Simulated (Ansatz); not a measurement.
Species, as SMILES: F[SiH] (F-SiH) (closed-shell singlet).
Atoms: Si1, H2, F3. Bonds: Si1-H2, Si1-F3.

Basis-set convergence of the harmonic zero-point energy at MP2 with Ansatz (a program for electronic structure). Each level at its own minimum, finite differences of forces, unscaled; the reference is a large set that could be run, not a limit. Cartesian d functions, on some or all atoms, in 6-31G*, 6-311G**, 6-311+G**; all else is spherical. Cores are frozen. Core-valence sets carry the plain set on hydrogen. A restricted Hartree-Fock determinant is unstable towards unrestricted orbitals. No added dispersion term, no relativity. Reference: the value in def2-QZVPP, 5.44 kcal/mol, itself unsure by roughly 0.03 kcal/mol (its mean distance from cc-pV(Q+d)Z, aug-cc-pV(T+d)Z, def2-TZVPPD). Deviations are taken from unrounded values. Cost is core time over that of 6-311G**, rough, on shared machines of one kind.

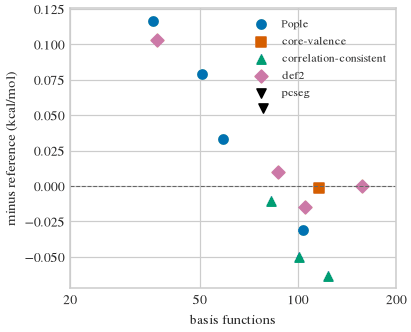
*Deviation from the reference against the number of basis functions, by family of sets.*

```
basis              functions  harmonic zero-point energy (kcal/mol)  minus reference (kcal/mol)  cost
-----------------  ---------  -------------------------------------  --------------------------  ----
6-31G*                    36                                   5.56                        0.12  0.6×
def2-SVP                  37                                   5.55                        0.10  0.5×
6-311G**                  51                                   5.52                        0.08    1×
6-311+G**                 59                                   5.48                        0.03    1×
pcseg-2                   78                                   5.50                        0.05    2×
cc-pV(T+d)Z               83                                   5.43                       -0.01    2×
def2-TZVPP                87                                   5.45                        0.01    2×
jun-cc-pV(T+d)Z          101                                   5.39                       -0.05    3×
6-311++G(3df,3pd)        104                                   5.41                       -0.03    3×
def2-TZVPPD              105                                   5.43                       -0.02    3×
cc-pCVTZ                 116                                   5.44                        0.00    4×
aug-cc-pV(T+d)Z          124                                   5.38                       -0.06    5×
def2-QZVPP               157                                   5.44                        0.00   10×
```
